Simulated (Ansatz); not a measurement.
```yaml
crystal:
  periodic: [false, false, false]
  atoms:
    - {symbol: Ge, position_ang: [0.149106, -0.001111, -0.137488]}
    - {symbol: Br, position_ang: [-1.538842, -0.166535, 1.429849]}
    - {symbol: H, position_ang: [0.138593, 1.437103, -0.663841]}
    - {symbol: H, position_ang: [-0.162095, -1.010972, -1.246056]}
    - {symbol: H, position_ang: [1.463238, -0.332185, 0.576036]}
basis:
  gaussian: {orbitals: def2-TZVPP}
hamiltonian: {xc: pbe0, dispersion: d4}
```

What structure does this define?

Formula BrGeH3. Its SMILES string is `[GeH3][Br]`. Coordination: 1 Ge tetrahedral.

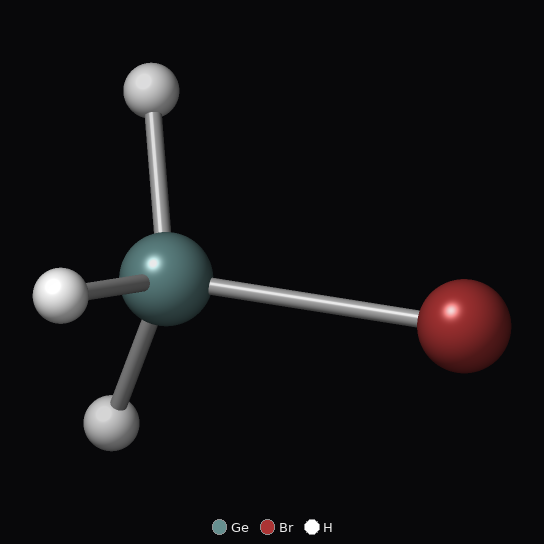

(Drawn from a calculation with Ansatz.)
